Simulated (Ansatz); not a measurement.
The Ansatz input:

```
crystal:
  lattice:
    - [3.2891025716, 0.0, 0.0]
    - [-1.6445512858, 2.8484463827, 0.0]
    - [0.0, 0.0, 24.3993935142]
  atoms:
    - { symbol: Hf, position: [0.3333333333, 0.6666666667, 0.3073846895] }
    - { symbol: C, position: [0.6666666667, 0.3333333333, 0.3624176354] }
    - { symbol: Hf, position: [0.0, 0.0, 0.4174505812] }
    - { symbol: C, position: [0.3333333333, 0.6666666667, 0.4724835271] }
    - { symbol: Hf, position: [0.6666666667, 0.3333333333, 0.5275164729] }
    - { symbol: C, position: [0.0, 0.0, 0.5825494188] }
    - { symbol: Hf, position: [0.3333333333, 0.6666666667, 0.6375823646] }
    - { symbol: C, position: [0.6666666667, 0.3333333333, 0.6926153105] }
basis:
  ecutwfc: 420
kpoints:
  mp_grid: { grid: [12, 12, 1] }
hamiltonian:
  xc: pbe
scf:
  occupations: { method: gaussian, width: 0.1 }
output:
  forces: true
  eigenvalues: true
  write_density: true
  write_potential: true
  elf: true
  volumetric_format: npy
relax:
  adjacent_minimum: "off"
  f_tol: 0.02
  max_steps: 60
efield:
  axis: 3
  dipole_correction: true
  ramp_width: 0.04
```

Launched with:
```bash
ansatz run input.yaml --threads 2 --pin off --max-ram 5632MiB --backend cpu --events-out ev --progress --plain --runs-dir out
```

What does the potential across the slab give for the work function?

The work function is 6.81 eV at the right face and 4.64 eV at the left. The vacuum level is 2.17 eV higher at the right than at the left, so the slab carries a dipole along its normal; the ramp in the vacuum, at or near the edge of the plot, is the dipole correction that keeps each side flat. The outermost atoms are 9.1 Å apart, which leaves 15.3 Å of vacuum in a cell 24.4 Å high.

Spin-orbit coupling is left out, which matters for Hf.

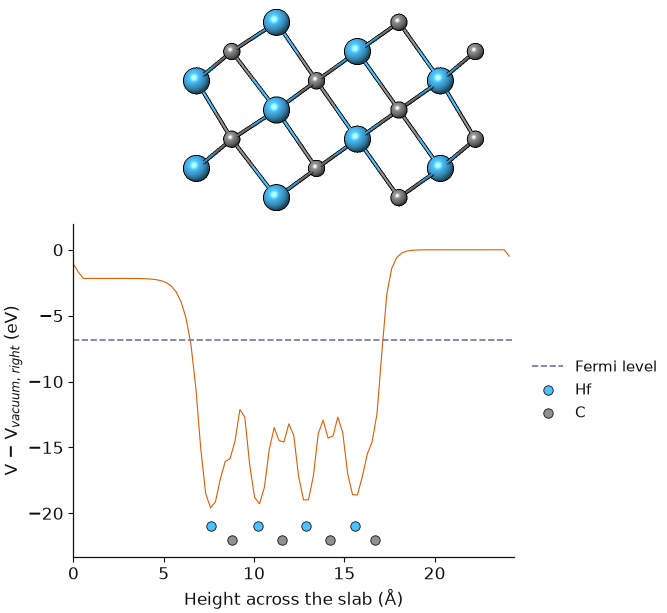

Plane-averaged electrostatic potential energy of an electron across the slab; circles at the bottom mark the heights of the atoms (positions after relaxation). The structure is drawn too.
